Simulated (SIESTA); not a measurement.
Band structure of MnO2 (P4_2/mnm, 6 atoms in the cell).

```
CELL_PARAMETERS angstrom
      4.33620     0.00000     0.00000
      0.00000     4.33620     0.00000
      0.00000     0.00000     2.82838
ATOMIC_POSITIONS crystal
  Mn 0.00000 0.00000 0.00000
  Mn 0.50000 0.50000 0.50000
  O  0.30500 0.30500 0.00000
  O  0.80500 0.19500 0.50000
  O  0.19500 0.80500 0.50000
  O  0.69500 0.69500 0.00000
```
Moments meant for the start (each program seeds them in its own way; μB, in the order of the atoms Mn Mn O O O O): 3.0 -3.0 0.0 0.0 0.0 0.0.

Method: SIESTA with GGA PBE, numerical atomic orbitals DZP, PseudoDojo PBE standard norm-conserving potentials (rewritten from UPF to PSML).

Settings: XC.functional = GGA; XC.authors = PBE; potentials = PseudoDojo PBE standard; PAO.BasisSize = DZP; PAO.EnergyShift = 0.005 Ry; MeshCutoff = 400 Ry; kgrid.MonkhorstPack = 3 3 5; OccupationFunction = FD; ElectronicTemperature = 232.09 K; Spin = polarized; DM.InitSpin = [1 +3.00, 2 -3.00, 3 +0.00, 4 +0.00, 5 +0.00, 6 +0.00]; MaxSCFIterations = 150; SCF.Mixer.Method = Pulay; SCF.Mixer.Weight = 0.1.

The starting cell has typed, rounded lattice constants, without a prior relaxation at this level. Its lattice was rescaled by a random factor within 2.5 % of one. The magnetic order is the one reached from the typed start; others were not searched systematically. Values carry the incompleteness of an atom-centred basis.

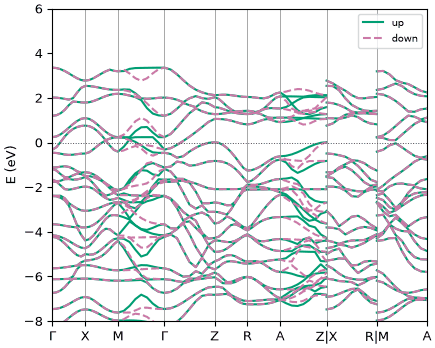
Figure. Bands along the path, energies from the Fermi level.

Levels in eV from the Fermi level, bands 24 to 29 of the first spin channel:
```tsv
point	24	25	26	27	28	29
Γ	-1.66	-1.18	-1.12	-0.46	-0.32	0.24
X	-1.55	-1.50	-1.33	-0.49	0.76	1.10
M	-2.36	-2.16	-2.13	-0.41	0.24	0.24
Z	-2.69	-2.09	-0.82	0.02	1.06	1.27
R	-1.96	-1.88	-1.77	-1.26	0.82	1.28
A	-2.09	-1.63	-0.77	-0.62	0.92	1.12
```

Bands cross the Fermi level along this path, so the cell is metallic at this level.

Higher empty bands are left out: an atom-centred basis made for the valence describes them poorly.

The net moment of the cell came out as 0.00 μB.
